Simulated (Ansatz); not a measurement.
# Geometry relaxation, with input and output: SnH$_{5}$ClO

SnH$_{5}$ClO, computed with RKS B3LYP/def2-SVP (Ansatz 0.2.0).

The input holds or restrains some coordinates. It belongs to a series of runs on one base structure; here: pulled along the bonds that form and break, towards end A. Figures and captions count atoms from 1; the log counts them from 0 in places.

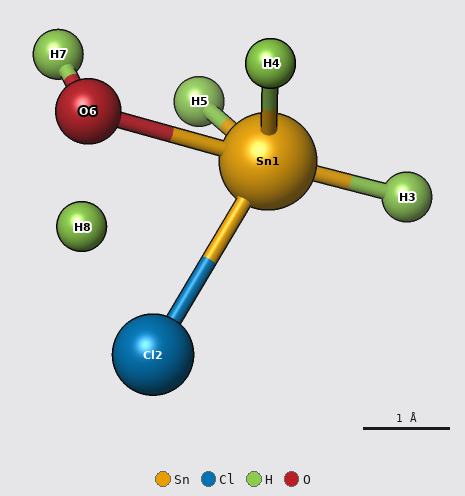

Figure 1. The structure as given in the input (ball-and-stick view, seen at a tilt; atoms are numbered from 1 in the order of the input). Sticks mark near contacts. Bond lengths as drawn: Cl–Sn 2.76 Å, H–O 1.01 Å, H–Sn 1.74 Å and O–Sn 2.26 Å.

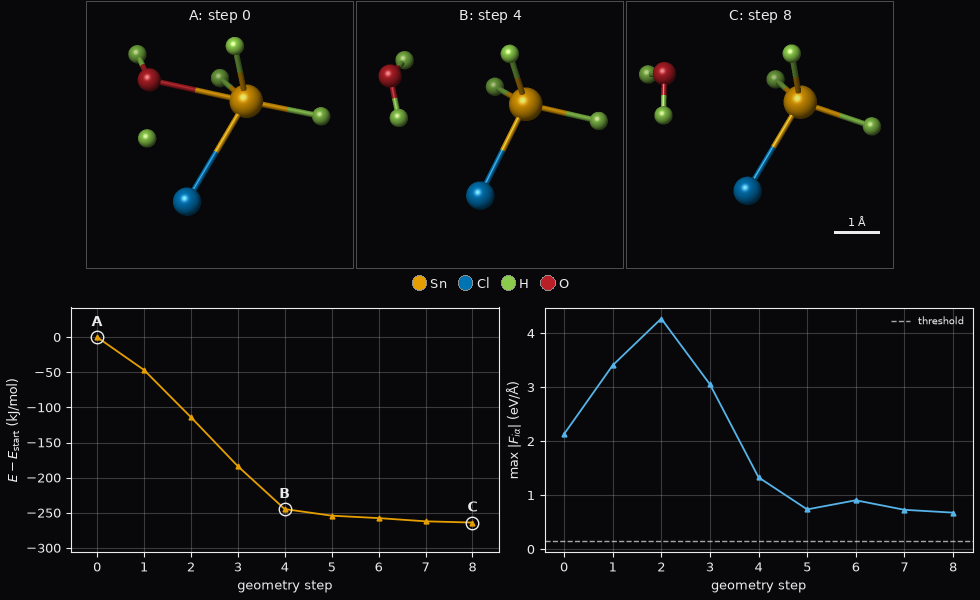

Figure 2. Frames of the restrained relaxation (ball-and-stick view, seen at a tilt) above the curves, on which the letters mark them (the first geometry is step 0 here and step 1 in the log).

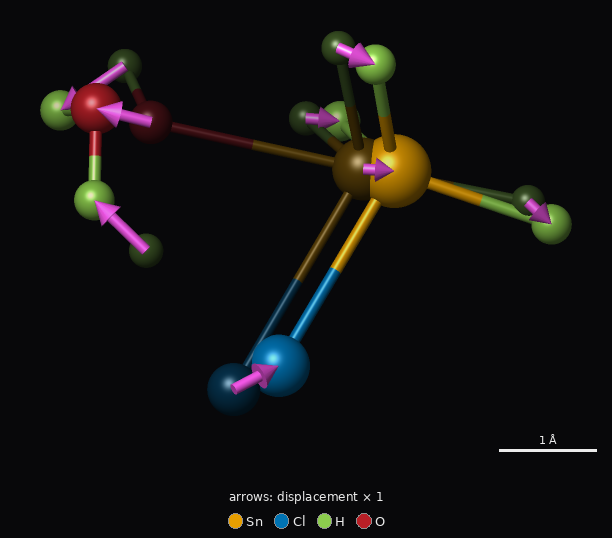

Figure 3. Start (faint) and end (solid) with the displacements as pink arrows, at true length (ball-and-stick view, seen at a tilt). The two geometries are laid on each other by the best rigid fit. After 8 geometry steps the energy has fallen by 263.9 kJ/mol. The largest force component goes from 2.1 to 0.68 eV/Å. The largest move after the best rigid fit is that of H7, 0.81 Å. Largest moves by element: H 0.81 Å, O 0.59 Å, Cl 0.57 Å, Sn 0.32 Å. Among the contacts that change: Sn1–O6 2.260 → 3.159 Å, O6–H8 1.378 → 0.987 Å, Sn1–Cl2 2.760 → 2.408 Å, O6–H7 1.010 → 0.969 Å. New bonds form: O6–H8 (1.38 → 0.99 Å). Bonds break: Sn1–O6 (2.26 → 3.16 Å). Among the angles that change: Cl2–Sn1–H3 109.4° → 102.5°, H4–Sn1–H5 109.5° → 116.2°, Cl2–Sn1–H5 109.5° → 107.1°. (Atoms are counted from 1 in the order of the input.)

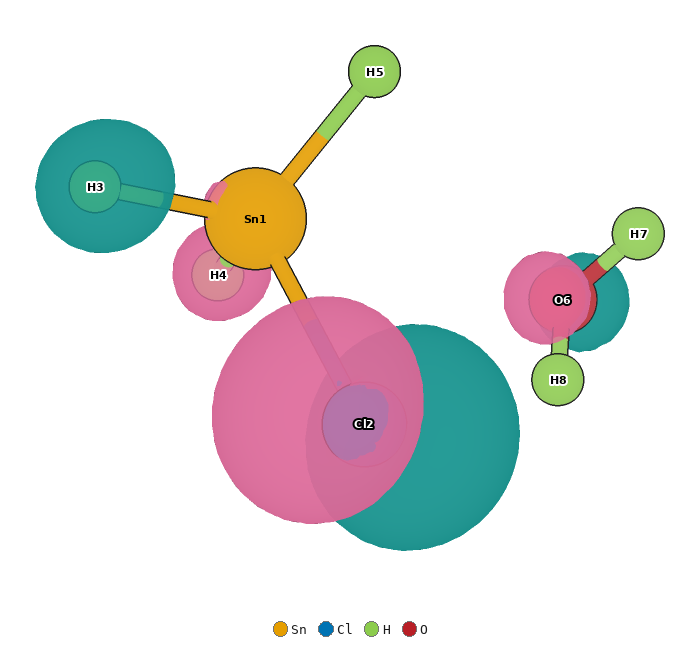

Figure 4. One frontier orbital at ±0.15 Å⁻³ᐟ² (teal and pink are the two phases), seen at an oblique angle. The HOMO, at −8.09 eV.

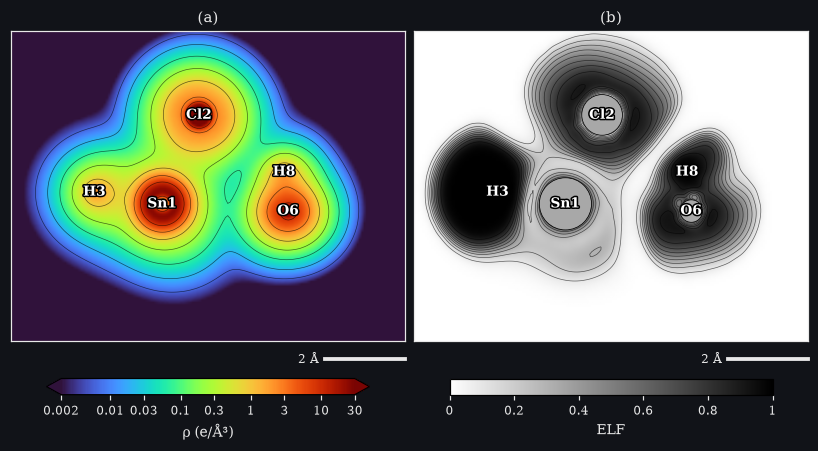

Figure 5. (a) electron density; (b) ELF on the plane of atoms Cl2, Sn1 and H3. Grey discs, where drawn, cover atomic cores. Atoms in the plane: Sn, Cl, H and O. Sn1···O6 (3.16 Å): ρ at the midpoint is about 0.08 e/Å³; the ELF is only about 0.05 between them. Sn–Cl (2.41 Å): ρ at the midpoint is about 0.48 e/Å³; the ELF peaks at about 0.85 in the valence shell of Cl, 0.9 Å from its nucleus, and drops to about 0.15 between the two atoms. Sn–H (1.72 Å): ρ at the midpoint is about 1.1 e/Å³, with its minimum of 0.73 e/Å³ about 1.1 Å from Sn; the ELF climbs to about 1 towards the hydrogen.

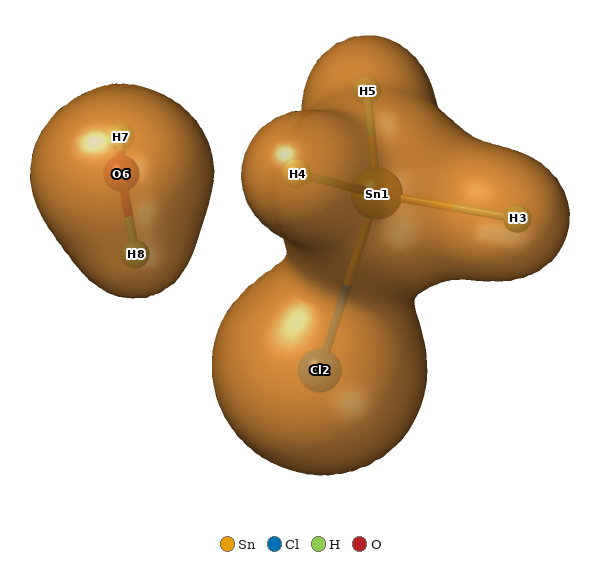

Figure 6. Isosurface of the electron density at 0.2 e/Å³ (orange), seen at a tilt. At this value the surface falls into two separate pieces. It is pinched off along the Sn···O (3.16 Å) contacts. On the grid the lowest density along these lines, outside the cores, is 0.08 e/Å³ (Sn···O, 3.16 Å), 0.47 e/Å³ (Sn–Cl, 2.41 Å), 2.4 e/Å³ (O–H, 0.97 Å) and 0.75 e/Å³ (Sn–H, 1.71 Å).

These pictures come from the run below.

**The input**
```yaml
crystal:
  periodic: [false, false, false]
  atoms:
    - { symbol: Sn, position_ang: [0.0, 0.0, 0.0] }
    - { symbol: Cl, position_ang: [0.0, 0.0, 2.76] }
    - { symbol: H, position_ang: [1.6408, 0.0, -0.5794] }
    - { symbol: H, position_ang: [-0.8195, 1.4198, -0.5794] }
    - { symbol: H, position_ang: [-0.8195, -1.4198, -0.5794] }
    - { symbol: O, position_ang: [-2.1447, 0.0, 0.7126] }
    - { symbol: H, position_ang: [-2.6898, -0.6297, 0.1413] }
    - { symbol: H, position_ang: [-1.5115, 0.0, 1.9362] }
basis:
  gaussian: { orbitals: def2-SVP }
hamiltonian:
  xc: b3lyp
relax:
  f_tol: 0.15
  max_steps: 25
  restrain:
    - { distance: [0, 5], at: 3.16, k: 30.0 }
    - { distance: [7, 1], at: 2.57, k: 30.0 }
    - { distance: [0, 1], at: 2.41, k: 30.0 }
    - { distance: [7, 5], at: 1.01, k: 30.0 }
output:
  orbitals: {}
```

Run as:
```bash
ansatz run input.yaml --threads 1 --pin off --max-ram 2048MiB --backend cpu --events-out ev --progress --plain --runs-dir out
```

**The program's output**
```
The last accepted step is kept in [file] (removed where the run ends without a failure and the disk answers)
Engine: ansatz 0.2.0, aarch64-unknown-linux-gnu
Functional definition: B3LYP
  parameter a0 = 0.2
  parameter ax = 0.72
  parameter ac = 0.81
  exchange = (1 - a0 - ax)*slater_x + ax*b88_x + a0*exact_x
  correlation = (1 - ac)*vwn_rpa_c + ac*lyp_c
959 factors; integrals over basis functions are off by at most 3.2e-4 eV
mean field evaluation 1: about -20472.0388 eV, gradient 5.2e1 eV
mean field evaluation 2: about -20404.4548 eV, gradient 1.5e2 eV
mean field evaluation 4: about -20476.9389 eV, gradient 1.0e1 eV
mean field evaluation 8: about -20477.2312 eV, gradient 9.5e-2 eV
mean field evaluation 16: about -20477.2312 eV, gradient 2.1e-5 eV
mean field -20477.23118556 eV, -752.5243661035 hartree, gradient 2.1e-5 eV, S^2 0.000000; 0 other end points of the search recorded, 0 dependent functions left out
the calculation of the forces begins
reference -20477.23143880 eV, -752.5243754101 hartree; 26, 26 occupied and 57, 57 virtual orbitals, 959 factors
relax step   1: F+E_penalty+E_count = -20477.23118556 eV  Δ(F+E_penalty+E_count) = +0.000e0 eV  max|allowed force component| = 2.130e0 eV/Å  E_restraint = 26.81763484 eV  max|allowed force component, restraints' pulls added| = 2.868e1 eV/Å  Δτ_max = 0.0000 Å  (25 SCF iters, accepted)
  distance Sn 0 - O 5 = 2.2600 Å
  distance H 7 - Cl 1 = 1.7214 Å
  distance Sn 0 - Cl 1 = 2.7600 Å
  distance H 7 - O 5 = 1.3777 Å
these checks for a lower state are left out or cut short: starts, cluster_reference, orbital_swaps, neighbouring_geometries, increment
959 factors; integrals over basis functions are off by at most 6.1e-4 eV
mean field -20477.71497031 eV, -752.5421448653 hartree, gradient 1.1e-5 eV, S^2 0.000000; 0 other end points of the search recorded, 0 dependent functions left out
[... from here on the field's lines of each further geometry are left out, up to the last ...]
relax step   2: F+E_penalty+E_count = -20477.71497031 eV  Δ(F+E_penalty+E_count) = -4.838e-1 eV  max|allowed force component| = 3.406e0 eV/Å  E_restraint = 11.92035844 eV  max|allowed force component, restraints' pulls added| = 2.031e1 eV/Å  Δτ_max = 0.1949 Å  (32 SCF iters, accepted)
relax step   3: F+E_penalty+E_count = -20478.41133209 eV  Δ(F+E_penalty+E_count) = -6.964e-1 eV  max|allowed force component| = 4.272e0 eV/Å  E_restraint = 3.95573923 eV  max|allowed force component, restraints' pulls added| = 1.114e1 eV/Å  Δτ_max = 0.1948 Å  (31 SCF iters, accepted)
relax step   4: F+E_penalty+E_count = -20479.13465663 eV  Δ(F+E_penalty+E_count) = -7.233e-1 eV  max|allowed force component| = 3.056e0 eV/Å  E_restraint = 0.53430483 eV  max|allowed force component, restraints' pulls added| = 6.497e0 eV/Å  Δτ_max = 0.1970 Å  (27 SCF iters, accepted)
relax step   5: F+E_penalty+E_count = -20479.76731066 eV  Δ(F+E_penalty+E_count) = -6.327e-1 eV  max|allowed force component| = 1.331e0 eV/Å  E_restraint = 0.02400496 eV  max|allowed force component, restraints' pulls added| = 1.687e0 eV/Å  Δτ_max = 0.1944 Å  (27 SCF iters, accepted)
relax step   6: F+E_penalty+E_count = -20479.86433234 eV  Δ(F+E_penalty+E_count) = -9.702e-2 eV  max|allowed force component| = 7.372e-1 eV/Å  E_restraint = 0.00845595 eV  max|allowed force component, restraints' pulls added| = 5.614e-1 eV/Å  Δτ_max = 0.2000 Å  (27 SCF iters, accepted)
relax step   7: F+E_penalty+E_count = -20479.90016553 eV  Δ(F+E_penalty+E_count) = -3.583e-2 eV  max|allowed force component| = 9.064e-1 eV/Å  E_restraint = 0.00379071 eV  max|allowed force component, restraints' pulls added| = 5.905e-1 eV/Å  Δτ_max = 0.1963 Å  (26 SCF iters, accepted)
relax step   8: F+E_penalty+E_count = -20479.94755442 eV  Δ(F+E_penalty+E_count) = -4.739e-2 eV  max|allowed force component| = 7.296e-1 eV/Å  E_restraint = 0.00631665 eV  max|allowed force component, restraints' pulls added| = 4.221e-1 eV/Å  Δτ_max = 0.2000 Å  (26 SCF iters, accepted)
the calculation of the forces begins
reference -20479.96613290 eV, -752.6248735644 hartree; 26, 26 occupied and 57, 57 virtual orbitals, 959 factors
relax step   9: F+E_penalty+E_count = -20479.96587628 eV  Δ(F+E_penalty+E_count) = -1.832e-2 eV  max|allowed force component| = 6.773e-1 eV/Å  E_restraint = 0.00788071 eV  max|allowed force component, restraints' pulls added| = 8.159e-2 eV/Å  Δτ_max = 0.2000 Å  (26 SCF iters, accepted)
  distance Sn 0 - O 5 = 3.1589 Å
  distance H 7 - Cl 1 = 2.5685 Å
  distance Sn 0 - Cl 1 = 2.4080 Å
  distance H 7 - O 5 = 0.9872 Å
959 factors; integrals over basis functions are off by at most 9.7e-4 eV
mean field -20479.96587628 eV, -752.6248641339 hartree, gradient 1.2e-5 eV, S^2 0.000000; 1 other end points of the search recorded, 0 dependent functions left out
the calculation of the forces begins
reference -20479.96613290 eV, -752.6248735644 hartree; 26, 26 occupied and 57, 57 virtual orbitals, 959 factors
Total energy: -20479.96613290 eV, -752.6248735644 hartree
Atom 0 at     0.292519     0.058068    -0.122284 Å, force    -0.037904    -0.065082     0.047678 eV/Å
Atom 1 at     0.259566    -0.075522     2.281791 Å, force    -0.065234     0.008991    -0.067544 eV/Å
Atom 2 at     1.976575     0.004357    -0.476225 Å, force     0.007275     0.006802    -0.000656 eV/Å
Atom 3 at    -0.393528     1.549820    -0.582764 Å, force    -0.014289     0.014939     0.009729 eV/Å
Atom 4 at    -0.484263    -1.347668    -0.715575 Å, force     0.027865     0.015344    -0.007975 eV/Å
Atom 5 at    -2.706125     0.024281     0.870537 Å, force     0.360319    -0.040866     0.676118 eV/Å
Atom 6 at    -3.039290    -0.884043     0.810668 Å, force     0.043305     0.074692     0.019998 eV/Å
Atom 7 at    -2.249654     0.041006     1.745752 Å, force    -0.321337    -0.014819    -0.677348 eV/Å
Dipole moment:    -0.079161    -0.242156    -0.295289 e Å
```

**Trajectory as extended XYZ (Å, eV, eV/Å), 9 frames, from step=1 to step=9**
```
8
Properties=species:S:1:pos:R:3:forces:R:3 step=1 energy=-20477.23119
Sn    0.0000    0.0000    0.0000   -1.1867   0.2129  -0.9409
Cl    0.0000    0.0000    2.7600   -0.7889   0.0674  -1.5872
H     1.6408    0.0000   -0.5794    0.2464  -0.0765   0.7012
H    -0.8195    1.4198   -0.5794    0.9050   0.2329  -0.1423
H    -0.8195   -1.4198   -0.5794    0.9022  -0.3577  -0.2906
O    -2.1447    0.0000    0.7126    0.1648   0.1751   2.1301
H    -2.6898   -0.6297    0.1413    1.0127   0.5253   1.9338
H    -1.5115    0.0000    1.9362   -1.2555  -0.7793  -1.8043
8
Properties=species:S:1:pos:R:3:forces:R:3 step=2 energy=-20477.71497
Sn    0.1381    0.0024    0.0262   -3.4056   0.2877   0.0830
Cl    0.1276    0.0007    2.7249   -0.1605   0.0157  -1.8246
H     1.6523   -0.0008   -0.5747    1.6967  -0.0810  -0.0159
H    -0.8066    1.4183   -0.5790    1.1346  -0.4787   0.3257
H    -0.8065   -1.4193   -0.5805    1.1166   0.3875   0.2886
O    -2.2902    0.0110    0.8139    1.2192   0.9909   2.2312
H    -2.6876   -0.6331    0.1560    0.9765   0.1522   2.2942
H    -1.6714   -0.0089    1.8251   -2.5775  -1.2743  -3.3821
8
Properties=species:S:1:pos:R:3:forces:R:3 step=3 energy=-20478.41133
Sn    0.2340    0.0053    0.0654   -4.2717   0.3028   0.3714
Cl    0.2487    0.0021    2.6679    0.0514  -0.0277  -1.7555
H     1.6849   -0.0018   -0.5803    2.3552  -0.0894  -0.4660
H    -0.7901    1.4060   -0.5700    1.2473  -0.7594   0.5836
H    -0.7905   -1.4076   -0.5710    1.2085   0.6754   0.5761
O    -2.4166    0.0295    0.8879   -0.2920   0.9079   0.1870
H    -2.6763   -0.6347    0.1854    1.1103   0.3446   2.3473
H    -1.8383   -0.0284    1.7266   -1.4091  -1.3542  -1.8438
8
Properties=species:S:1:pos:R:3:forces:R:3 step=4 energy=-20479.13466
Sn    0.2774    0.0114    0.0899   -3.0556   0.2199  -0.3555
Cl    0.3513    0.0050    2.5606   -0.0019  -0.0419  -1.0530
H     1.7553   -0.0053   -0.5928    1.4931  -0.0777  -0.2325
H    -0.7426    1.3767   -0.5424    1.0045  -0.5931   0.5936
H    -0.7442   -1.3796   -0.5429    0.9813   0.5842   0.6254
O    -2.6037    0.0489    0.9464   -1.1909   0.3473  -1.2650
H    -2.6614   -0.6318    0.2207    0.7269   0.6014   1.9189
H    -1.9764   -0.0549    1.6723    0.0426  -1.0403  -0.2320
8
Properties=species:S:1:pos:R:3:forces:R:3 step=5 energy=-20479.76731
Sn    0.2255    0.0313   -0.0360    0.1327  -0.0562   0.2214
Cl    0.3762    0.0016    2.3679   -0.0811  -0.0182  -0.2100
H     1.8482   -0.0197   -0.5654    0.1061  -0.0056  -0.0295
H    -0.6247    1.4147   -0.4767   -0.0075   0.3452  -0.1247
H    -0.6199   -1.3923   -0.4539    0.0150  -0.1573  -0.0488
O    -2.7583    0.0662    0.9901   -0.1376  -0.2943  -0.8980
H    -2.6768   -0.6287    0.2875    0.0766   0.6147   1.3313
H    -2.1144   -0.1026    1.6983   -0.1041  -0.4282  -0.2419
8
Properties=species:S:1:pos:R:3:forces:R:3 step=6 energy=-20479.86433
Sn    0.2604    0.0513   -0.0823   -0.2333  -0.0261   0.1897
Cl    0.2637   -0.0005    2.3230    0.1436  -0.0039  -0.0924
H     1.9018   -0.0206   -0.5853    0.0141  -0.0188   0.0628
H    -0.5289    1.4820   -0.5643    0.0885   0.0458  -0.0592
H    -0.5891   -1.3923   -0.4840    0.1034   0.0569  -0.0996
O    -2.7027    0.1152    0.9933    0.3298  -0.6656   0.1745
H    -2.7016   -0.6647    0.4002   -0.0985   0.3853   0.5614
H    -2.2476   -0.2001    1.8113   -0.3477   0.2264  -0.7372
8
Properties=species:S:1:pos:R:3:forces:R:3 step=7 energy=-20479.90017
Sn    0.2489    0.0633   -0.0694    0.0437  -0.0820   0.0429
Cl    0.3216   -0.0129    2.3364   -0.0686   0.0123  -0.1442
H     1.9036   -0.0243   -0.5380   -0.0086   0.0153   0.0373
H    -0.4914    1.5076   -0.5750    0.0163   0.0862   0.0053
H    -0.5599   -1.3754   -0.5382    0.0118   0.0086  -0.0277
O    -2.7312    0.0977    0.9600    0.6018  -0.6923   0.4555
H    -2.8584   -0.7498    0.4821    0.0906   0.5002   0.5373
H    -2.1774   -0.1359    1.7541   -0.6870   0.1517  -0.9064
8
Properties=species:S:1:pos:R:3:forces:R:3 step=8 energy=-20479.94755
Sn    0.2739    0.0588   -0.1021   -0.0213  -0.0308   0.0837
Cl    0.2893   -0.0295    2.3046   -0.0596  -0.0113  -0.0987
H     1.9450   -0.0115   -0.5052    0.0168   0.0082   0.0071
H    -0.4370    1.5289   -0.5828    0.0023   0.0457  -0.0095
H    -0.5150   -1.3651   -0.6344    0.0054  -0.0020  -0.0172
O    -2.7136    0.0798    0.9244    0.3822  -0.5159   0.5426
H    -2.9640   -0.8193    0.6371    0.1008   0.3847   0.2215
H    -2.2228   -0.0717    1.7703   -0.4265   0.1215  -0.7296
8
Properties=species:S:1:pos:R:3:forces:R:3 step=9 energy=-20479.96588
Sn    0.2925    0.0581   -0.1223   -0.0379  -0.0651   0.0477
Cl    0.2596   -0.0755    2.2818   -0.0652   0.0090  -0.0675
H     1.9766    0.0044   -0.4762    0.0073   0.0068  -0.0007
H    -0.3935    1.5498   -0.5828   -0.0143   0.0149   0.0097
H    -0.4843   -1.3477   -0.7156    0.0279   0.0153  -0.0080
O    -2.7061    0.0243    0.8705    0.3603  -0.0409   0.6761
H    -3.0393   -0.8840    0.8107    0.0433   0.0747   0.0200
H    -2.2497    0.0410    1.7458   -0.3213  -0.0148  -0.6773
```

**Results in brief**

| quantity | value |
| --- | --- |
| outcome | converged under the restraints of the input |
| total energy | −20479.9661 eV |
| mean-field energy | −20479.9661 eV |
| largest force (length of the vector) at the end, held atoms and coordinates included | 0.767 eV/Å |
| hardware | 1 thread of Arm Neoverse V1, 24 GiB of memory available, shared host |
| wall time | 39 s |
| peak memory | 0.17 GiB |
